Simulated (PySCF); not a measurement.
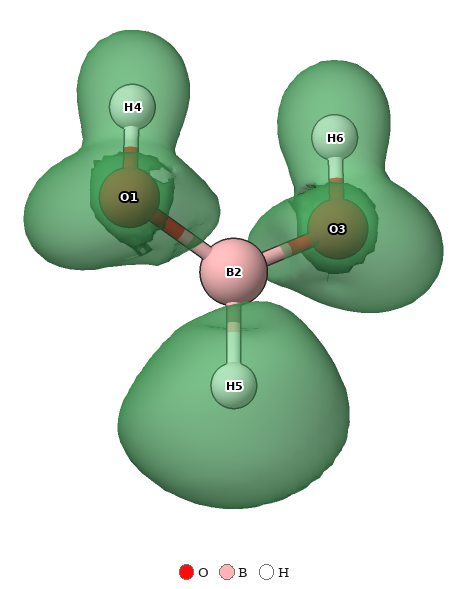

Figure 1: BH$_{3}$O$_{2}$. Isosurface of the ELF at 0.75 (green), seen at a tilt. Only the valence region is drawn (cores and ρ < 0.01 e/Å³ removed).

Geometry: PBE0-D3(BJ)/def2-SVP.

Level of theory: PBE0/pcSseg-2, SCF density, gas phase, non-relativistic (PySCF 2.14.0).

```xyz
6

O     1.0422   -0.0384   -0.6414
B    -0.0305   -0.5353    0.0284
O    -0.9970    0.2105    0.6250
H     1.0945    0.9221   -0.6801
H    -0.1333   -1.7338    0.0993
H    -0.8861    1.1641    0.5509
```

Question: What do the ELF domains correspond to?

Answer: The surface consists of one region around a hydrogen nucleus and two joined regions spread over several atoms (H, O), in which their bonds and any lone pairs are merged.

Values along the shortest contacts:
B–O (1.36 Å): the ELF peaks at about 0.90 between the atoms: a short, strongly polar bond. O–H (0.96 Å): the ELF climbs to about 1 towards the hydrogen, as it does in any bond to H (an ordinary covalent bond to hydrogen).
